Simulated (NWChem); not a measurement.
# UPBE0/def2-TZVP run of SiNH4O (SMILES N[SiH]O)

What is the vertical ionisation energy of SiNH4O at UPBE0/def2-TZVP? 

The calculation is run with NWChem 7.3.0.

### Step 1. The molecule

The species is SiNH4O (7 atoms), meant as a doublet with charge 0. As SMILES, `N[SiH]O`. The shape is that of a PBE0-D4/def2-TZVP optimisation. This is one conformer, not always the lowest.

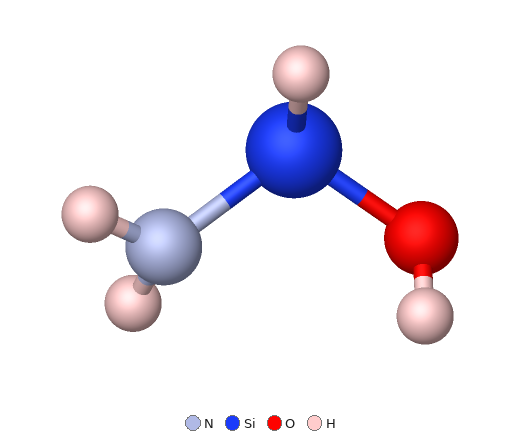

Viewed from a chosen angle; nitrogen light blue, silicon blue, oxygen red, hydrogen pink.

### Step 2. The energy at UPBE0/def2-TZVP

The input, input.nw:

```
start input
memory total 2200 mb
geometry noautosym nocenter noautoz
  N    -0.694900    0.548300   -0.575200
  Si    0.293100    0.159000    0.781300
  O     1.622900   -0.672400    0.270300
  H    -0.355900    1.168100   -1.294800
  H    -1.685800    0.673200   -0.432900
  H    -0.599100   -0.661900    1.664700
  H     1.480900   -1.282400   -0.459000
end
basis spherical bse
  * library def2-TZVP
end
dft
  xc pbe0
  mult 2
  grid fine
  convergence energy 1e-08
  iterations 100
  mulliken
  print low
end
task dft
```

Launch:

```console
$ nwchem input.nw > input.out
```

What it wrote:

```text
[...]
 d= 0,ls=0.0,diis     1   -421.6217617830 -5.33D+02  4.14D-03  2.14D-01     4.9
[...]
 d= 0,ls=0.0,diis    11   -421.6975768475 -2.70D-09  1.15D-07  3.57D-10    46.7
[...]
         Total DFT energy =     -421.697576847498
      One electron energy =     -802.813852982451
           Coulomb energy =      307.813127391064
    Exchange-Corr. energy =      -37.730528091909
 Nuclear repulsion energy =      111.033676835799
[...]
      Total Density - Mulliken Population Analysis
     ---------------------------------------------
    Atom       Charge   Shell Charges
 -----------   ------   -------------------------------------------------------
    1 N    7     7.61   0.82  1.15  0.54  0.80  0.17  1.56  1.69  0.86  0.00  0.01  0.00
    2 Si  14    13.63   2.00  0.57  1.39  0.87  0.43  4.13  1.69  0.57  1.13  0.35  0.21  0.22  0.07
    3 O    8     8.52   0.79  1.18  0.58  0.93  0.27  1.90  1.96  0.89  0.00  0.02  0.00
    4 H    1     0.76   0.27  0.39  0.06  0.04
    5 H    1     0.76   0.27  0.40  0.06  0.04
    6 H    1     1.04   0.24  0.53  0.26  0.01
    7 H    1     0.68   0.25  0.33  0.05  0.05
[...]
      <S2> =      0.7522 (Exact =     0.7500)
[...]
```

It took 47 s on 1 thread of Intel Xeon Platinum 8488C (Sapphire Rapids), shared host; peak memory 0.12 GiB.

### Step 3. The singlet cation at the same level

The input, h4nosi.nw:

```
start h4nosi
title "H4NOSi PBE0"
memory stack 880 mb heap 220 mb global 1100 mb
charge 1

geometry units angstroms noautosym nocenter noautoz
 N    -0.694900    0.548300   -0.575200
 Si    0.293100    0.159000    0.781300
 O     1.622900   -0.672400    0.270300
 H    -0.355900    1.168100   -1.294800
 H    -1.685800    0.673200   -0.432900
 H    -0.599100   -0.661900    1.664700
 H     1.480900   -1.282400   -0.459000
end

basis spherical bse
 * library def2-TZVP
end

dft
 xc pbe0
 grid fine
 convergence energy 1e-08
 iterations 100
 mulliken
 print low
end

task dft
```

Launch:

```console
$ nwchem h4nosi.nw > h4nosi.out
```

What it wrote:

```text
[...]
 d= 0,ls=0.0,diis     1   -421.1734940171 -5.32D+02  1.25D-02  3.35D+00     3.8
[...]
 d= 0,ls=0.0,diis    11   -421.4111788697 -7.42D-09  6.52D-07  2.26D-08    33.6
         Total DFT energy =     -421.411178869711
      One electron energy =     -794.219857128870
           Coulomb energy =      299.174853027718
    Exchange-Corr. energy =      -37.399851604358
 Nuclear repulsion energy =      111.033676835799
[...]
      Total Density - Mulliken Population Analysis
     ---------------------------------------------
    Atom       Charge   Shell Charges
 -----------   ------   -------------------------------------------------------
    1 N    7     7.45   0.82  1.15  0.55  0.83  0.15  1.53  1.68  0.72  0.00  0.01  0.00
    2 Si  14    13.27   2.00  0.57  1.39  0.92  0.29  4.12  1.69  0.55  1.05  0.17  0.21  0.23  0.07
    3 O    8     8.42   0.79  1.18  0.57  0.93  0.27  1.90  1.97  0.79  0.00  0.02  0.00
    4 H    1     0.69   0.26  0.37  0.03  0.04
    5 H    1     0.69   0.26  0.37  0.03  0.04
    6 H    1     0.85   0.22  0.49  0.13  0.01
    7 H    1     0.61   0.24  0.30  0.02  0.05
[...]
```

Run time: 34 s. Hardware: 1 thread of Intel Xeon Platinum 8488C (Sapphire Rapids), shared host; peak memory 0.12 GiB.

### Step 4. What came out

Level: UPBE0/def2-TZVP.

| quantity | value |
| --- | --- |
| doublet SiNH4O: total energy | -421.69758 Eh |
| doublet SiNH4O: ⟨S²⟩ | 0.752 |
| singlet cation: total energy | -421.41118 Eh |
| vertical ionisation energy (to the singlet cation) | 7.793 eV |

What this shows: Removing an electron at fixed nuclei costs 7.79 eV (752 kJ/mol). Only the singlet of the ionised species was computed; a triplet could lie lower. Mulliken charges (doublet SiNH4O) run from -0.61 on N1 to +0.37 on Si2. Mulliken charges (singlet cation) run from -0.45 on N1 to +0.73 on Si2.
